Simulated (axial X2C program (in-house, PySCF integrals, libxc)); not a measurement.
**ZrN: bond curves with and without spin–orbit coupling**

What are the state, bond length, wavenumber and bond energy of ZrN, and what does spin–orbit coupling change?

Computed with an in-house X2C program for linear molecules on PySCF integrals. Level: all-electron X2C, Zr dyall-cv3z, N dyall-av3z.

All values are calculated.

**1. The job**

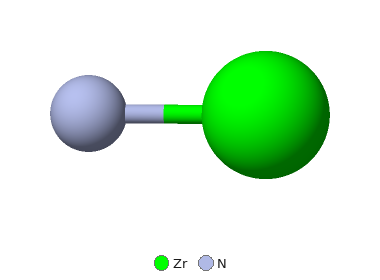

The two atoms at 1.870 Å (zirconium green, nitrogen light blue).

File task.json:

```json
{"zs": [40, 7], "q": 0, "bas": ["dyall-cv3z", "dyall-av3z"], "levels": ["PBE0", "HF", "BHandHLYP"], "cc": true, "r0": 1.87, "thr": -1.0, "nmax": 90, "npts": 10, "nst": 2, "ntry": 6}
```

Keys: zs atomic numbers; q charge; bas basis sets; levels methods (HF also brings MP2); cc coupled cluster on or off; r0 starting distance in Å; thr threshold in hartree for freezing inner shells (an s shell follows its p shell); nmax most natural virtual spinors; npts points asked for on the curve; nst determinants followed; ntry starts of the search.

Started as:

```bash
$ python so2c.py task.json out
```

Spin-free means the one-electron spin-free X2C Hamiltonian; two-component (2c) means X2C with spin–orbit coupling and atomic mean-field two-electron Coulomb and Gaunt terms. Basis: Zr dyall-cv3z contracted to [11s12p9d6f3g], N dyall-av3z contracted to [7s7p3d2f]; Gaussian nuclei, density fitting. Masses: Zr 89.905 u, N 14.003 u.

Notation: σ, π±, δ± give the projection m of an orbital's angular momentum (0, ±1, ±2), α and β its spin, Λ and M_S the sums; ω is the projection of a spinor's total angular momentum and Ω the sum. Logs are in hartree.

The results follow Hamiltonian by Hamiltonian and level by level.

**2. State search with PBE0**

PBE0 moves the distance from 1.870 Å to 1.672 Å and compares determinants there.

Spin-free determinants:

| ΔE (eV) | state | open shells |
| --- | --- | --- |
| 0.00 | M_S = 1/2, Λ = 0 | beyond closed shells: σα |
| 1.01 | M_S = 1/2, Λ = 2 | beyond closed shells: δ+α |
| 1.94 | M_S = 3/2, Λ = 2 | beyond closed shells: 2 × σα, δ+α |
| 2.07 | M_S = 1/2, Λ = 1 | beyond closed shells: π+α |
| 2.69 | M_S = 3/2, Λ = 3 | beyond closed shells: σα, π+α, π+β, π-α, δ+α |
| 2.69 | M_S = 3/2, Λ = 1 | beyond closed shells: σα, π+α, π-α, π-β, δ+α |
| 2.87 | M_S = 1/2, Λ = 1 | beyond closed shells: π+α, π+β, π-α |

Two-component determinants:

| ΔE (eV) | state | open shells |
| --- | --- | --- |
| 0.00 | Ω = 1/2 | excess of +ω over −ω: ω = 1/2 |
| 0.97 | Ω = 3/2 | excess of +ω over −ω: ω = 3/2 |
| 1.04 | Ω = 5/2 | excess of +ω over −ω: ω = 5/2 |
| 1.90 | Ω = 1/2 | excess of +ω over −ω: 2 × ω = -1/2, ω = 3/2 |
| 1.98 | Ω = 7/2 | excess of +ω over −ω: 2 × ω = 1/2, ω = 5/2 |
| 2.43 | Ω = 5/2 | excess of +ω over −ω: 2 × ω = 1/2, ω = 3/2 |
| 2.52 | Ω = 3/2 | excess of +ω over −ω: 2 × ω = -1/2, ω = 5/2 |

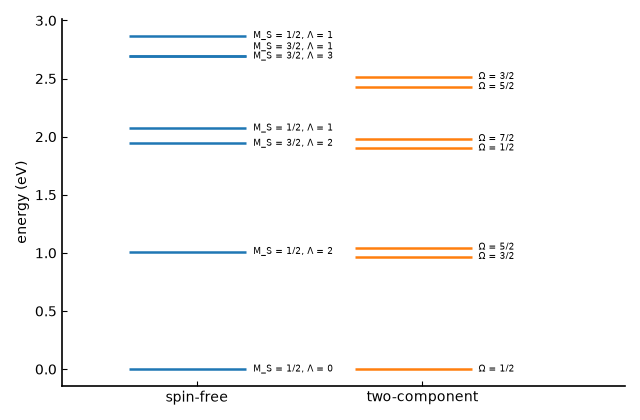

The determinants found, each set from its own lowest.

**3. PBE0, spin-free**

State followed: M_S = 1/2, Λ = 0 (beyond closed shells: σα). The scan is laid around 1.672 Å, a first estimate of the minimum, and this SCF restarts from the orbitals of the search.

Output at 1.672 Å:

```text
spin-free X2C-1e  PBE0
basis functions 218  fitting functions 1025  grid points 5077
iter        total energy     max residual
   1      -3652.762475196     5.73e-05
   2      -3652.762475228     4.00e-05
   3      -3652.762475245     2.94e-05
   4      -3652.762475254     7.91e-06
converged
one-electron -5219.27235296  Coulomb 1599.56903540  exact exchange -29.90088412  xc functional -91.77646679  nuclear repulsion 88.61819322
```

Along the bond, energies from the lowest point:

```
R (Å)  E (eV)  μ (D)  HOMO (eV)  LUMO (eV)  iterations
1.572  0.2975  -3.41      -4.72      -2.48          45
1.622  0.0681  -3.83      -4.83      -2.57          45
1.672  0.0000  -4.22      -4.94      -2.65           4
1.730  0.0825  -4.63      -5.06      -2.73          45
1.789  0.2994  -4.99      -5.17      -2.79          43
1.864  0.7204  -5.37      -5.29      -2.85          45
```

Dipoles are positive if N is the positive end.

Outer orbitals at the reference distance:

```tsv
symmetry	occupied	ε (eV)	atomic character
σα	yes	-34.73	87% Zr p, 5% N p, 5% N s
σβ	yes	-34.54	86% Zr p, 5% N p, 5% N s
π-α	yes	-34.22	94% Zr p, 2% N d, 2% N f
π+α	yes	-34.22	94% Zr p, 2% N d, 2% N f
π+β	yes	-34.06	94% Zr p, 2% N d, 2% N f
π-β	yes	-34.06	94% Zr p, 2% N d, 2% N f
σβ	yes	-17.40	59% N s, 18% Zr d, 10% Zr p
σα	yes	-17.30	59% N s, 18% Zr d, 10% Zr p
π-β	yes	-7.42	57% N p, 36% Zr d, 3% Zr f
π+β	yes	-7.42	57% N p, 36% Zr d, 3% Zr f
π-α	yes	-7.41	54% N p, 39% Zr d, 2% Zr f
π+α	yes	-7.41	54% N p, 39% Zr d, 2% Zr f
σα	yes	-6.77	48% N p, 36% Zr d, 6% Zr p
σβ	yes	-6.72	52% N p, 32% Zr d, 6% Zr p
σα	yes	-4.94	60% Zr s, 14% Zr p, 14% N p
σβ	no	-2.65	62% Zr s, 12% N p, 11% Zr p
δ+α	no	-2.27	94% Zr d, 3% N d
δ-α	no	-2.27	94% Zr d, 3% N d
δ-β	no	-1.74	94% Zr d, 3% N d
```

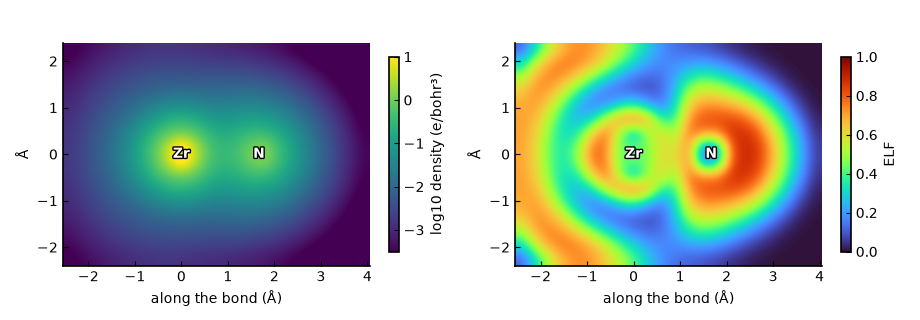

PBE0 fields in a plane through the axis, from a grid of 0.3 Å; Zr lies at z = 0 and N at z = 1.672 Å; the ELF is damped to zero where the density is low.

Re = 1.671 Å, ωe = 1076 cm⁻¹, Be = 0.4981 cm⁻¹, De = 6.20 eV, μ = -4.21 D.

**4. HF, spin-free**

Output at 1.672 Å:

```text
spin-free X2C-1e  HF
basis functions 218  fitting functions 1025  grid points 5077
iter        total energy     max residual
   1      -3650.688660836     4.02e-01
   2      -3650.712028929     1.32e-02
   3      -3650.712821859     6.73e-02
   4      -3650.715038437     9.26e-03
   5      -3650.715268183     2.04e-03
   6      -3650.715466824     5.86e-03
   7      -3650.715559942     3.28e-03
   8      -3650.715721918     1.72e-03
   9      -3650.715839918     3.61e-03
  10      -3650.715916903     2.65e-03
  11      -3650.715940901     8.07e-04
  12      -3650.715948477     2.76e-04
  13      -3650.715951185     3.94e-04
  14      -3650.715953402     2.28e-04
  15      -3650.715955104     1.32e-04
  16      -3650.715955916     1.09e-04
  17      -3650.715956119     5.94e-05
  18      -3650.715956159     1.70e-05
  19      -3650.715956170     1.13e-05
  20      -3650.715956174     9.27e-06
  21      -3650.715956175     2.47e-06
converged
one-electron -5217.27307149  Coulomb 1597.59106387  exact exchange -119.65214176  xc functional 0.00000000  nuclear repulsion 88.61819322
```

No constants are quoted: the points don't follow one smooth fit.

**5. BHandHLYP, spin-free**

Output at 1.672 Å:

```text
spin-free X2C-1e  BHandHLYP
basis functions 218  fitting functions 1025  grid points 5077
iter        total energy     max residual
   1      -3653.077535797     1.30e-01
   2      -3653.078094566     1.29e-02
   3      -3653.079067511     6.08e-02
   4      -3653.079708126     7.83e-03
   5      -3653.079748389     1.93e-03
   6      -3653.079755546     1.36e-03
   7      -3653.079758681     8.39e-04
   8      -3653.079760819     1.69e-04
   9      -3653.079761058     4.04e-05
  10      -3653.079761109     4.05e-05
  11      -3653.079761119     6.75e-06
converged
one-electron -5218.88749650  Coulomb 1599.19285115  exact exchange -59.81161950  xc functional -62.19168948  nuclear repulsion 88.61819322
```

Re = 1.660 Å, ωe = 1105 cm⁻¹, Be = 0.5047 cm⁻¹, De = 5.08 eV, μ = -4.52 D.

**6. Correlated methods, spin-free**

Correlated methods: 9 electrons correlated (frozen shells, counted by type: Zr 4 s, 3 p, 1 d; N 1 s), 309 virtual spinors in MP2, 90 natural virtuals in coupled cluster.

Output of the correlated part at 1.672 Å:

```text
correlated 9  virtual 309  natural virtual 90  E(MP2) -0.334192308  MP2 remainder -0.010540747
iter   CCSD correlation   residual
   1     -0.274793695   2.58e-01
   2     -0.295768315   1.35e-01
   3     -0.299519027   3.49e-02
   4     -0.300626140   1.93e-02
   5     -0.301310645   7.99e-03
   6     -0.301294750   2.86e-03
   7     -0.301317676   1.19e-03
   8     -0.301350745   4.21e-04
   9     -0.301351458   1.75e-04
  10     -0.301351375   7.81e-05
  11     -0.301352646   3.01e-05
  12     -0.301351868   1.09e-05
  13     -0.301352137   4.26e-06
  14     -0.301351981   2.10e-06
  15     -0.301351955   9.87e-07
  16     -0.301351941   4.27e-07
(T) -0.021506816  T1 0.0569  D1 0.0857  max T2 0.066
```

T1 in the output is the amplitude norm over the root of the electron number; divide by √2 for the Lee–Taylor value.

MP2: No constants are quoted: the reference is strongly spin-contaminated.

CCSD: No constants are quoted: the points don't follow one smooth fit.

CCSD(T): No constants are quoted: the points don't follow one smooth fit.

**7. A higher determinant, spin-free**

State: M_S = 1/2, Λ = 2 (beyond closed shells: δ+α).

Output at the reference distance:

```text
spin-free X2C-1e  PBE0
basis functions 218  fitting functions 1025  grid points 5077
iter        total energy     max residual
   1      -3652.725293822     4.29e-05
   2      -3652.725293866     2.11e-05
   3      -3652.725293873     1.34e-05
converged
one-electron -5222.91884469  Coulomb 1603.37410607  exact exchange -29.93038125  xc functional -91.86836722  nuclear repulsion 88.61819322
```

```csv
R (Å),E above the lowest PBE0 point (eV)
1.572,1.374
1.622,1.116
1.672,1.012
1.730,1.046
1.789,1.208
1.864,1.551
```

Re = 1.687 Å, ωe = 1015 cm⁻¹, Be = 0.4886 cm⁻¹, μ = -7.14 D. Te = 1.01 eV.

**8. The spin-free curves together**

Energy (eV) of the followed determinant, spin-free, from each level's lowest point:

```csv
R (Å),PBE0,HF,MP2 (spin-contaminated),CCSD,CCSD(T),BHandHLYP
1.572,0.297,0.145,0.463,0.391,0.472,0.239
1.622,0.068,0.000,0.100,0.109,0.148,0.039
1.672,0.000,0.005,0.000,0.000,0.000,0.000
1.730,0.083,0.124,0.434,0.063,0.047,0.117
1.789,0.299,0.276,1.226,0.272,0.266,0.369
1.864,0.720,0.404,2.494,0.682,0.701,0.832
```

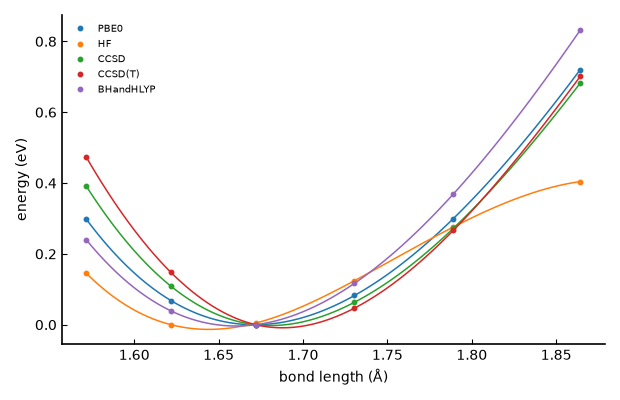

Curves of the followed state, spin-free, each from its own lowest point. Left out: MP2.

**9. PBE0, 2c**

State followed: Ω = 1/2 (excess of +ω over −ω: ω = 1/2). The scan is laid around 1.672 Å, a first estimate of the minimum, and this SCF restarts from the orbitals of the search.

Output at 1.672 Å:

```text
two-component X2C + atomic mean field  PBE0
basis functions 218  fitting functions 1025  grid points 5077
iter        total energy     max residual
   1      -3651.376774695     1.38e-05
   2      -3651.376774696     4.34e-06
converged
one-electron -5215.60334095  Coulomb 1598.83176108  exact exchange -29.88745765  xc functional -91.73573787  nuclear repulsion 88.61819322  atomic mean-field constant -1.60019252
```

Along the bond, energies from the lowest point:

```
R (Å)  E (eV)  μ (D)  HOMO (eV)  LUMO (eV)  iterations
1.572  0.2957  -3.40      -4.72      -2.48          46
1.622  0.0672  -3.82      -4.83      -2.57          44
1.672  0.0000  -4.21      -4.94      -2.65           2
1.730  0.0833  -4.62      -5.06      -2.73          43
1.789  0.3009  -4.98      -5.16      -2.79          40
1.864  0.7226  -5.36      -5.29      -2.84          43
```

Dipoles are positive if N is the positive end.

Outer spinors at the reference distance:

```csv
ω,occupied,ε (eV),atomic character,λ mixture
1/2,yes,-33.89,"90% Zr p, 3% N p, 2% N s","53% π, 47% σ"
-1/2,yes,-33.87,"89% Zr p, 4% N p, 3% N s","58% σ, 42% π"
3/2,yes,-33.62,"94% Zr p, 3% N d, 2% N f",100% π
-3/2,yes,-33.46,"94% Zr p, 2% N d, 2% N f",100% π
-1/2,yes,-17.40,"59% N s, 18% Zr d, 10% Zr p",100% σ
1/2,yes,-17.29,"59% N s, 18% Zr d, 10% Zr p",100% σ
1/2,yes,-7.44,"57% N p, 36% Zr d, 3% Zr f",100% π
-1/2,yes,-7.43,"54% N p, 39% Zr d, 2% Zr f",100% π
-3/2,yes,-7.40,"57% N p, 36% Zr d, 3% Zr f",100% π
3/2,yes,-7.40,"54% N p, 39% Zr d, 3% Zr f",100% π
1/2,yes,-6.78,"48% N p, 36% Zr d, 6% Zr p",100% σ
-1/2,yes,-6.72,"52% N p, 33% Zr d, 6% Zr p",100% σ
1/2,yes,-4.94,"60% Zr s, 14% Zr p, 14% N p",100% σ
-1/2,no,-2.65,"62% Zr s, 12% N p, 11% Zr p",100% σ
-3/2,no,-2.31,"94% Zr d, 3% N d",100% δ
5/2,no,-2.24,"94% Zr d, 3% N d",100% δ
3/2,no,-1.79,"94% Zr d, 3% N d",100% δ
```

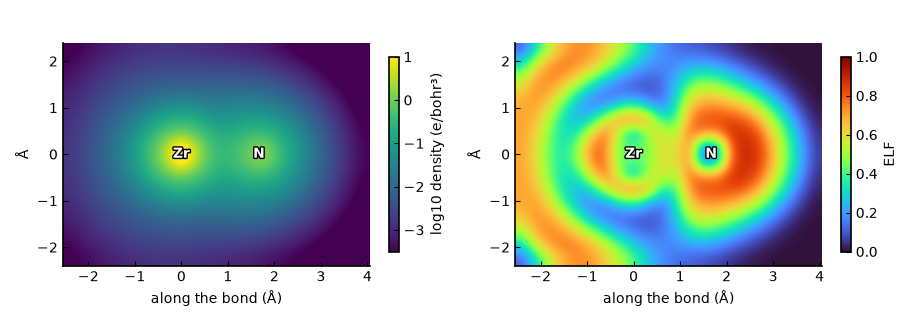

PBE0 fields in a plane through the axis, from a grid of 0.3 Å; Zr lies at z = 0 and N at z = 1.672 Å; the ELF is damped to zero where the density is low.

Re = 1.671 Å, ωe = 1076 cm⁻¹, Be = 0.4983 cm⁻¹, De = 6.20 eV, μ = -4.20 D.

**10. HF, 2c**

The SCF at the reference distance of 1.672 Å:

```text
two-component X2C + atomic mean field  HF
basis functions 218  fitting functions 1025  grid points 5077
iter        total energy     max residual
   1      -3649.303409764     4.01e-01
   2      -3649.326777018     1.27e-02
   3      -3649.327571223     6.72e-02
   4      -3649.329784342     9.24e-03
   5      -3649.330013644     2.04e-03
   6      -3649.330211541     5.84e-03
   7      -3649.330303941     3.26e-03
   8      -3649.330463611     1.70e-03
   9      -3649.330579727     3.59e-03
  10      -3649.330655963     2.64e-03
  11      -3649.330680097     8.03e-04
  12      -3649.330687846     2.82e-04
  13      -3649.330690632     4.01e-04
  14      -3649.330692867     2.29e-04
  15      -3649.330694553     1.30e-04
  16      -3649.330695359     1.11e-04
  17      -3649.330695573     6.22e-05
  18      -3649.330695621     1.78e-05
  19      -3649.330695637     1.35e-05
  20      -3649.330695642     1.07e-05
  21      -3649.330695643     2.73e-06
converged
one-electron -5213.60490967  Coulomb 1596.85458188  exact exchange -119.59836854  xc functional 0.00000000  nuclear repulsion 88.61819322  atomic mean-field constant -1.60019252
```

No constants are quoted: the points don't follow one smooth fit.

**11. BHandHLYP, 2c**

Output at 1.672 Å:

```text
two-component X2C + atomic mean field  BHandHLYP
basis functions 218  fitting functions 1025  grid points 5077
iter        total energy     max residual
   1      -3651.691771007     1.30e-01
   2      -3651.692334050     1.29e-02
   3      -3651.693302725     6.07e-02
   4      -3651.693943686     7.78e-03
   5      -3651.693983866     1.93e-03
   6      -3651.693991055     1.36e-03
   7      -3651.693994211     8.43e-04
   8      -3651.693996343     1.64e-04
   9      -3651.693996583     3.99e-05
  10      -3651.693996636     4.13e-05
  11      -3651.693996646     6.61e-06
converged
one-electron -5215.21807038  Coulomb 1598.45515198  exact exchange -59.78476210  xc functional -62.16431684  nuclear repulsion 88.61819322  atomic mean-field constant -1.60019252
```

Re = 1.660 Å, ωe = 1105 cm⁻¹, Be = 0.5049 cm⁻¹, De = 5.07 eV, μ = -4.51 D.

**12. MP2 and beyond, 2c**

Correlated methods: 9 electrons correlated (frozen shells, counted by type: Zr 4 s, 3 p, 1 d; N 1 s), 309 virtual spinors in MP2, 90 natural virtuals in coupled cluster.

Output of the correlated part at 1.672 Å:

```text
correlated 9  virtual 309  natural virtual 90  E(MP2) -0.334262591  MP2 remainder -0.010545351
iter   CCSD correlation   residual
   1     -0.274798297   2.59e-01
   2     -0.295777725   1.35e-01
   3     -0.299513973   3.48e-02
   4     -0.300612801   1.93e-02
   5     -0.301293015   7.96e-03
   6     -0.301276883   2.86e-03
   7     -0.301299779   1.20e-03
   8     -0.301332864   4.27e-04
   9     -0.301333488   1.81e-04
  10     -0.301333425   8.35e-05
  11     -0.301334703   3.46e-05
  12     -0.301333808   1.48e-05
  13     -0.301334195   7.50e-06
  14     -0.301333936   4.35e-06
  15     -0.301333918   2.30e-06
(T) -0.021501743  T1 0.0568  D1 0.0853  max T2 0.066
```

MP2: No constants are quoted: the reference is strongly spin-contaminated.

CCSD: No constants are quoted: the points don't follow one smooth fit.

CCSD(T): No constants are quoted: the points don't follow one smooth fit.

**13. A higher determinant, 2c**

State: Ω = 3/2 (excess of +ω over −ω: ω = 3/2).

Output at the reference distance:

```text
two-component X2C + atomic mean field  PBE0
basis functions 218  fitting functions 1025  grid points 5077
iter        total energy     max residual
   1      -3651.341168885     7.08e-05
   2      -3651.341168910     2.74e-05
   3      -3651.341168919     1.62e-05
converged
one-electron -5219.28802841  Coulomb 1602.67477523  exact exchange -29.91721269  xc functional -91.82870374  nuclear repulsion 88.61819322  atomic mean-field constant -1.60019252
```

```csv
R (Å),E above the lowest PBE0 point (eV)
1.572,1.331
1.622,1.073
1.672,0.969
1.730,1.003
1.789,1.165
1.864,1.508
```

Re = 1.687 Å, ωe = 1015 cm⁻¹, Be = 0.4887 cm⁻¹, μ = -7.14 D. Te = 0.96 eV.

**14. The 2c curves together**

Energy (eV) of the followed determinant, 2c, from each level's lowest point:

| R (Å) | PBE0 | HF | MP2 (spin-contaminated) | CCSD | CCSD(T) | BHandHLYP |
| --- | --- | --- | --- | --- | --- | --- |
| 1.572 | 0.296 | 0.144 | 0.462 | 0.389 | 0.470 | 0.238 |
| 1.622 | 0.067 | 0.000 | 0.100 | 0.108 | 0.146 | 0.038 |
| 1.672 | 0.000 | 0.006 | 0.000 | 0.000 | 0.000 | 0.000 |
| 1.730 | 0.083 | 0.127 | 0.434 | 0.064 | 0.049 | 0.118 |
| 1.789 | 0.301 | 0.278 | 1.233 | 0.273 | 0.269 | 0.370 |
| 1.864 | 0.723 | 0.407 | 2.500 | 0.676 | 0.696 | 0.834 |

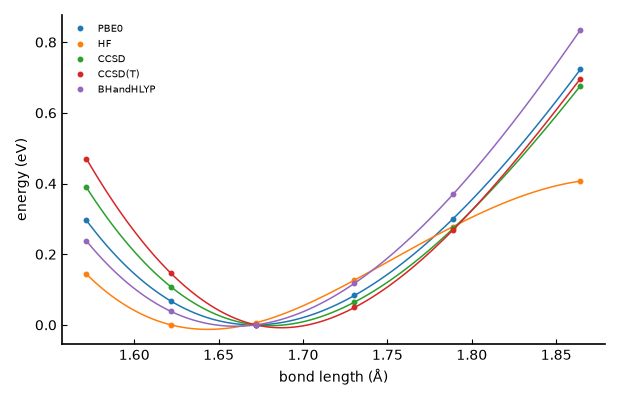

Curves of the followed state, 2c, each from its own lowest point. Left out: MP2.

Time for the job: 3.7 min (1 thread of Intel Xeon at 2.80GHz (Skylake/Cascade Lake), shared host); peak memory 0.63 GiB.

**15. Results**

Lowest determinant that the search found at its distance, spin-free: M_S = 1/2, Λ = 0 (beyond closed shells: σα).

Lowest determinant that the search found at its distance, 2c: Ω = 1/2 (excess of +ω over −ω: ω = 1/2).

```tsv
Hamiltonian	level	Re (Å)	ωe (cm⁻¹)	De (eV)	μ (D)
spin-free	PBE0	1.671	1076	6.20	-4.21
spin-free	BHandHLYP	1.660	1105	5.08	-4.52
2c	PBE0	1.671	1076	6.20	-4.20
2c	BHandHLYP	1.660	1105	5.07	-4.51
```

Dipoles are positive if N is the positive end. No constants: spin-free HF (the points don't follow one smooth fit); spin-free MP2 (the reference is strongly spin-contaminated); spin-free CCSD (the points don't follow one smooth fit); spin-free CCSD(T) (the points don't follow one smooth fit); 2c HF (the points don't follow one smooth fit); 2c MP2 (the reference is strongly spin-contaminated); 2c CCSD (the points don't follow one smooth fit); 2c CCSD(T) (the points don't follow one smooth fit).

Time per point (s) on 1 thread of Intel Xeon at 2.80GHz (Skylake/Cascade Lake), shared host (2c runs); the times are rough: PBE0 2.5, BHandHLYP 2.6.

At PBE0, going from spin-free to two-component changes Re by 0 mÅ, ωe by 0.0 %; the spin-free picture holds up (part of it comes from the scalar share of the two-electron terms). De moves by 0.00 eV; both De rest on single-determinant atoms, which can miss part of an open shell's spin–orbit lowering.

De refers to Zr + N, each in the lowest determinant found, which need not be this curve's own limit. The state is a single determinant with fixed occupations, the lowest that a limited PBE0 search found. Dissociation energies refer to the lowest single-determinant-based atoms at the same level and basis. Density functionals use the spin component along the axis (collinear).
